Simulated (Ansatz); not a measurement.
## Electronic structure of CCl$_{3}$F$_{3}$Ge (SMILES F[C](F)(F)[Ge]([Cl])([Cl])[Cl]) in real space

Input file:

```
crystal:
  periodic: [false, false, false]
  atoms:
    - {symbol: F, position_ang: [0.926304, -0.876056, 1.539790]}
    - {symbol: C, position_ang: [0.874446, -0.623256, 0.231968]}
    - {symbol: F, position_ang: [0.816363, -1.787416, -0.414888]}
    - {symbol: F, position_ang: [2.004321, -0.008586, -0.118160]}
    - {symbol: Ge, position_ang: [-0.724738, 0.518526, -0.210741]}
    - {symbol: Cl, position_ang: [-0.571543, 2.349118, 0.842645]}
    - {symbol: Cl, position_ang: [-0.750627, 0.880338, -2.297036]}
    - {symbol: Cl, position_ang: [-2.482228, -0.509768, 0.370624]}
basis:
  gaussian: {orbitals: def2-TZVPP}
hamiltonian: {xc: pbe0, dispersion: d4}
output: {orbitals: {seedname: orbitals}}
```

Run with:

```sh
ansatz run in.yaml --threads 2 --pin off --events-out ev --progress --plain --max-ram 32768MiB --backend cuda --devices 0, --max-vram 18GiB
```

Geometry: PBE0-D4/def2-TZVP.

Level of theory: RKS PBE0-D4/def2-TZVPP (Ansatz).

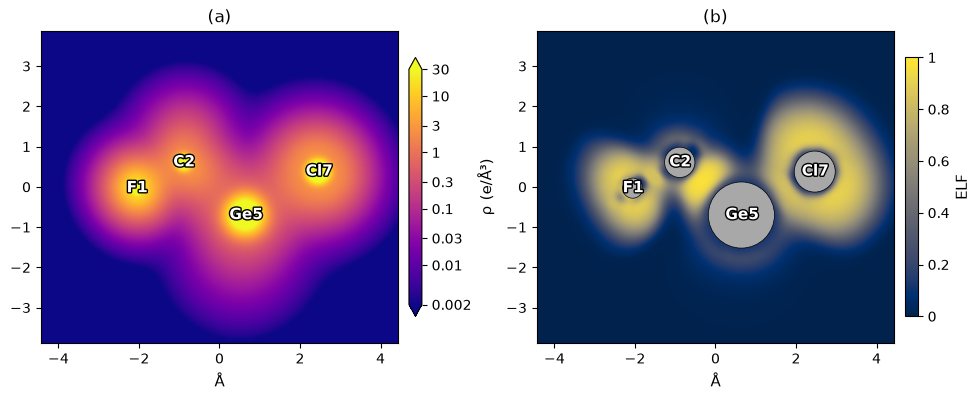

Figure 1. (a) total electron density; (b) electron localisation function on the plane of atoms F1, C2 and Ge5. Grey discs cover the atomic cores in the ELF map.

Describe what can be read from this map.

The plane passes through F, C, Ge and Cl nuclei. C–F (1.33 Å): ρ at the midpoint is about 2.4 e/Å³; the ELF peaks at about 0.85 between the atoms (a shared but strongly polarised pair). C–Ge (2.01 Å): ρ is about 0.88 e/Å³ halfway; the ELF peaks at about 1 in the valence shell of C, 0.7 Å from its nucleus, and is about 0.80 at the midpoint. Ge–Cl (2.12 Å): the density is about 0.83 e/Å³ at the midpoint; the ELF peaks at about 0.85 in the valence shell of Cl, 0.9 Å from its nucleus, and is about 0.70 at the midpoint. The ELF also peaks beside F1 and Cl7, away from the bonds: lone-pair regions.

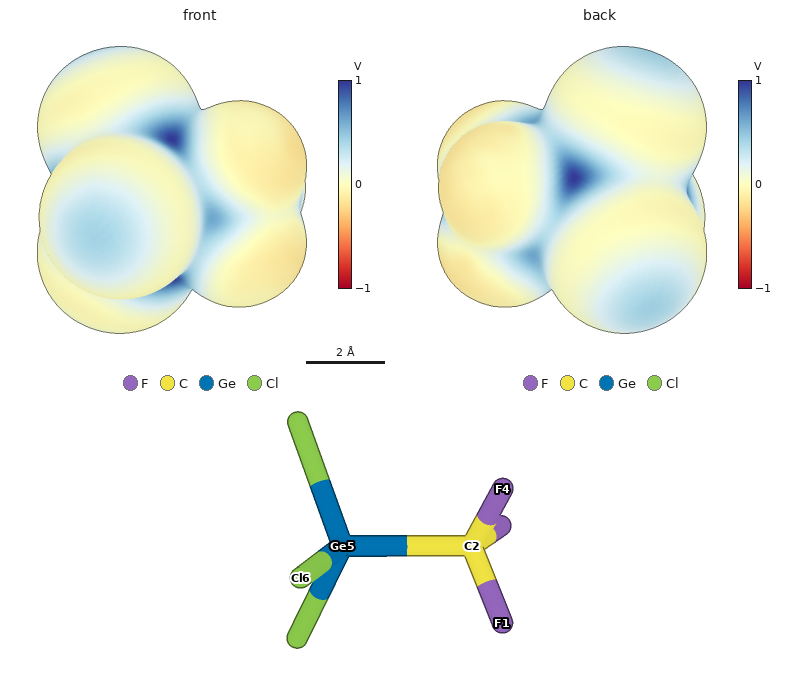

Figure 2. The molecular electrostatic potential painted on the density surface at 0.001 e/bohr³, seen from the front and from behind; the colour scale runs from red (negative) to blue (positive). The bare structure is drawn below in the same view.

Describe the electrostatic potential map.

The most negative region (about −0.2 V) lies over F1, F3 and F4, the most positive (about +0.9 V) over Ge5. Cl8 shows a σ-hole: about +0.4 V at the tip opposite its bond, against about 0.0 V on its flanks.

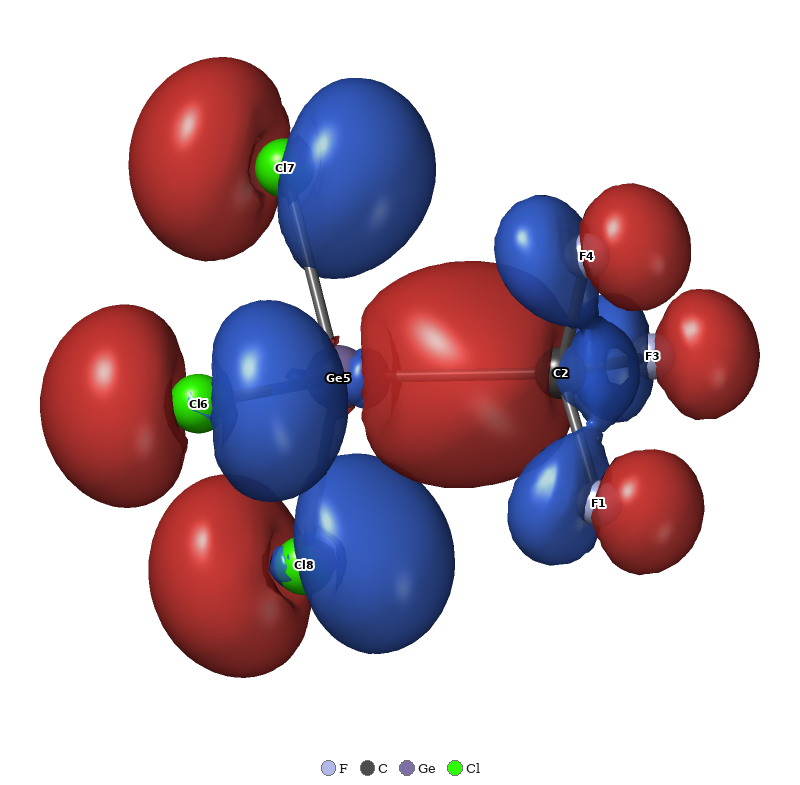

Figure 3. One frontier orbital at ±0.1 Å⁻³ᐟ² (blue and red are the two phases), seen at a tilt.

Which orbital is it: HOMO or LUMO?

The HOMO, at −9.59 eV. Its weight (Hirshfeld) is mainly on Cl7 (about 15 %), Cl8 (about 15 %), Cl6 (about 15 %), C2 (about 15 %), Ge5 (about 10 %), F4 (about 5 %), F1 (about 5 %) and F3 (about 5 %); largely a combination of lone pairs on Cl7, Cl8, Cl6, F4, F1 and F3.

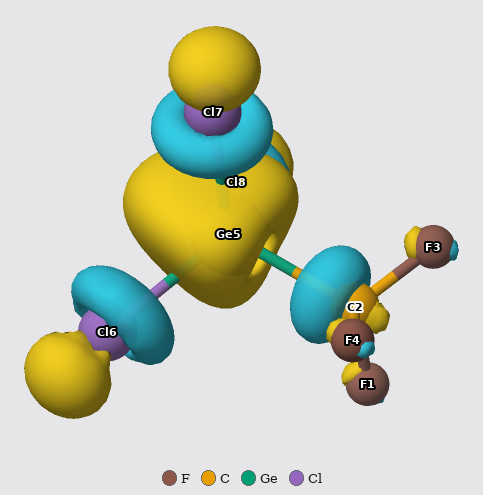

Figure 4. One frontier orbital at ±0.15 Å⁻³ᐟ² (yellow and cyan are the two phases), seen at an oblique angle.

Which orbital is it: HOMO or LUMO?

The LUMO, at −1.78 eV. By Hirshfeld shares it lies mainly on Ge5 (about 30 %), Cl8 (about 20 %), Cl6 (about 20 %), Cl7 (about 20 %) and C2 (about 5 %).
